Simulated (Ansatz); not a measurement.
**Abstraction of Cl: CH2ClI + SiH2(CH3)(SiH2) → CH2I + CH7ClSi2**

Species: CH2ClI (chloroiodomethane) `ClCI`, singlet; SiH2(CH3)(SiH2), doublet; CH2I `[CH2]I`, doublet; CH7ClSi2 `C[SiH2][SiH2]Cl`, singlet. A radical takes Cl: the energy is the difference in strength between the C–Cl bond broken and the Si–Cl bond made.

Shapes, held fixed at every level: PBE0-D4/def2-TZVP. Flexible molecules stand in one conformer, not always the lowest. Programs: Ansatz 0.2.0. Electronic energies: no zero-point or thermal term.

```csv
level,kind,ΔE (kJ/mol),less CCSD(T)/def2-TZVPP
MP2/def2-TZVPP,perturbation theory,-96.2,+8.2
PBE-D4/def2-TZVPP,GGA,-90.8,+13.6
r2SCAN-D4/def2-TZVPP,meta-GGA,-109.1,-4.7
B3LYP-D4/def2-TZVPP,global hybrid,-105.6,-1.2
wB97X-V/def2-TZVPP,range-separated hybrid,-110.0,-5.6
B2PLYP/def2-TZVPP,double hybrid,-107.1,-2.7
CCSD(T)/def2-TZVPP,coupled cluster or CI,-104.4,0.0
```

The highest level, CCSD(T)/def2-TZVPP, gives ΔE = -104.4 kJ/mol; the levels span -110.0 to -90.8. The column of differences is taken from that level and isn't an error. No measured value is set beside it here. Open shells run unrestricted. For atoms past krypton def2 sets carry core potentials with scalar relativity. Outer-core shells of I are correlated, in sets that cover them unevenly.

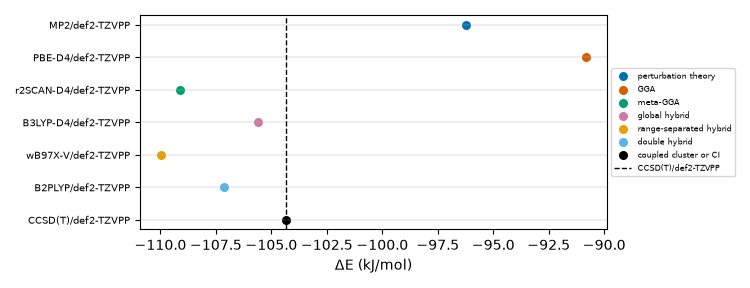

The values of the table, level by level.
